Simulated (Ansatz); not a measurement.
Ta2N, response to strain

Base system: Ta2N (space group P-31m, No. 162; a = 5.265 Å, c = 4.911 Å; a cell from a computed database, its experimental status unchecked). Axes: x lies along a and z along c of the hexagonal cell.

Strains are applied to the cell and any free atomic positions relax; under biaxial strain the out-of-plane vector relaxes too.

All numbers come from Ansatz (a first-principles code), PBEsol, PAW, cutoff 420 eV, spin-orbit coupling left out.

Notes on the quantities. pressure: mean of the normal stresses, compression positive.

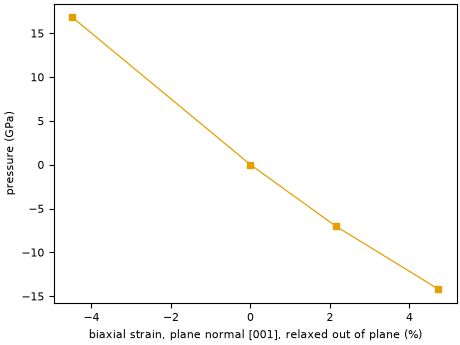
Figure: Pressure against biaxial strain, plane normal [001], relaxed out of plane

**Question.** From the plot, what is the pressure for biaxial strain +4.73 %, plane normal [001], relaxed out of plane?

**Answer.** About -14 GPa.

**Question.** Is the trend monotonic over the range shown?

**Answer.** Yes, it falls throughout, spanning -14.2 GPa to 16.8 GPa.

Without a gap, meshes like the base's 10×10×10 leave anisotropic stresses uncertain by several tenths of a GPa, and small strain energies with them. No phonon test of stability was made. The final runs are not spin-polarised. An odd electron count without spin: Ta2N.
